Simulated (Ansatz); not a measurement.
# C2H3F (ethene, fluoro-) at HF/def2-TZVP

Aim: the vertical singlet–triplet gap of C2H3F (ethene, fluoro-) at HF/def2-TZVP, from 2 runs. 

The calculation is run with Ansatz 0.2.0.

### Step 1. The system as given

C2H3F: 6 atoms, total charge 0, spin state singlet. SMILES: `C=CF`. The shape is that of a PBE0-D4/def2-TZVP optimisation.

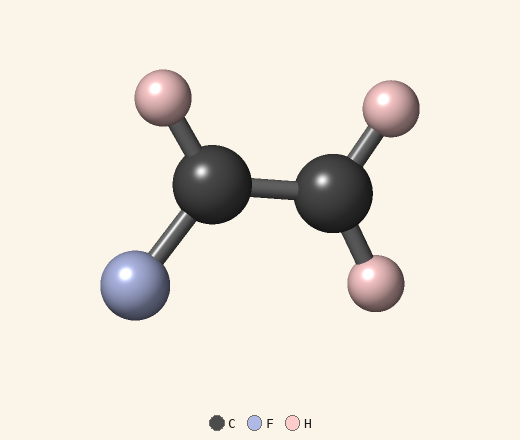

The structure, seen from a chosen angle (carbon dark grey, fluorine light blue, hydrogen pink).

### Step 2. The energy at HF/def2-TZVP

File run.yaml:

```yaml
crystal:
  periodic: [false, false, false]
  atoms:
    - {symbol: C, position_ang: [-0.536200, 0.076400, -0.442800]}
    - {symbol: C, position_ang: [0.490000, -0.016300, 0.376600]}
    - {symbol: F, position_ang: [0.966200, -1.192400, 0.795500]}
    - {symbol: H, position_ang: [-1.043900, -0.803300, -0.816600]}
    - {symbol: H, position_ang: [-0.880200, 1.054100, -0.749700]}
    - {symbol: H, position_ang: [1.046100, 0.817400, 0.790700]}
basis:
  gaussian:
    orbitals: def2-TZVP
total_charge: 0
hamiltonian:
  xc: hf
accuracy: high
output: {orbitals: {seedname: orbitals}}
```

Command:

```console
$ ansatz run run.yaml --threads 1 --pin off --max-ram 3480MiB --events-out events.jsonl --progress --plain --runs-dir runs
```

Log:

```text
Warning: RAYON_NUM_THREADS=1 ignored (pool sized by the plan → 1); use --threads N
Functional definition: HF
  name "HF"
  exchange = exact_x
  correlation = 0
1965 factors; integrals over basis functions are off by at most 4.0e-9 eV
mean field evaluation 1: about -4813.5348 eV, gradient 2.8e1 eV
mean field evaluation 2: about -4813.5382 eV, gradient 2.8e1 eV
mean field evaluation 4: about -4815.3396 eV, gradient 2.9e0 eV
mean field evaluation 8: about -4815.3686 eV, gradient 3.3e-4 eV
mean field -4815.36856028 eV, -176.9615306162 hartree, gradient 1.9e-8 eV, S^2 0.000000; 0 other end points of the search recorded, 0 dependent functions left out
reference -4815.36856028 eV, -176.9615306162 hartree; 12, 12 occupied and 99, 99 virtual orbitals, 1965 factors
Total energy: -4815.36856028 eV, -176.9615306162 hartree
```

Run time: 3.6 s. Hardware: 1 thread of Intel Xeon Platinum 8259CL at 2.50GHz (Skylake/Cascade Lake), shared host; peak memory 0.28 GiB.

### Step 3. The triplet at the same level

File input.yaml:

```yaml
basis:
  gaussian: {orbitals: def2-TZVP}
crystal:
  periodic: [false, false, false]
  atoms:
    - {symbol: C, position_ang: [-0.536200, 0.076400, -0.442800]}
    - {symbol: C, position_ang: [0.490000, -0.016300, 0.376600]}
    - {symbol: F, position_ang: [0.966200, -1.192400, 0.795500]}
    - {symbol: H, position_ang: [-1.043900, -0.803300, -0.816600]}
    - {symbol: H, position_ang: [-0.880200, 1.054100, -0.749700]}
    - {symbol: H, position_ang: [1.046100, 0.817400, 0.790700]}
magnetization: {spin_polarized: true, initial_magnetization: 2}
hamiltonian: {xc: hf}
accuracy: high
output: {orbitals: {seedname: orbitals}}
```

Command:

```console
$ ansatz run input.yaml --threads 1 --pin off --max-ram 3480MiB --events-out events.jsonl --progress --plain --runs-dir runs
```

Log:

```text
Warning: RAYON_NUM_THREADS=1 ignored (pool sized by the plan → 1); use --threads N
Functional definition: HF
  name "HF"
  exchange = exact_x
  correlation = 0
1965 factors; integrals over basis functions are off by at most 4.0e-9 eV
mean field evaluation 1: about -4809.9649 eV, gradient 1.7e1 eV
mean field evaluation 2: about -4809.9684 eV, gradient 1.7e1 eV
mean field evaluation 4: about -4811.6580 eV, gradient 2.4e0 eV
mean field evaluation 8: about -4811.7278 eV, gradient 1.9e-1 eV
mean field -4811.72837378 eV, -176.8277562299 hartree, gradient 1.4e-8 eV, S^2 2.022228; 0 other end points of the search recorded, 0 dependent functions left out
reference -4811.72837378 eV, -176.8277562299 hartree; 13, 11 occupied and 98, 100 virtual orbitals, 1965 factors
Total energy: -4811.72837378 eV, -176.8277562299 hartree
```

Wall time 4.8 s (1 thread of Intel Xeon Platinum 8259CL at 2.50GHz (Skylake/Cascade Lake), shared host); peak memory 0.32 GiB.

### Step 4. What came out

At HF/def2-TZVP:

```
                                        quantity          value
                           singlet: total energy  -176.96153 Eh
                            singlet: HOMO energy      -10.49 eV
                            singlet: LUMO energy        4.11 eV
                          singlet: HOMO–LUMO gap       14.60 eV
                           triplet: total energy  -176.82776 Eh
     triplet: HOMO energy (highest over α and β)       -6.70 eV
      triplet: LUMO energy (lowest over α and β)        0.89 eV
                                   triplet: ⟨S²⟩          2.022
vertical energy of the triplet above the singlet       3.640 eV
```

In words: At this shape the triplet lies 3.64 eV (84 kcal/mol) above the singlet.
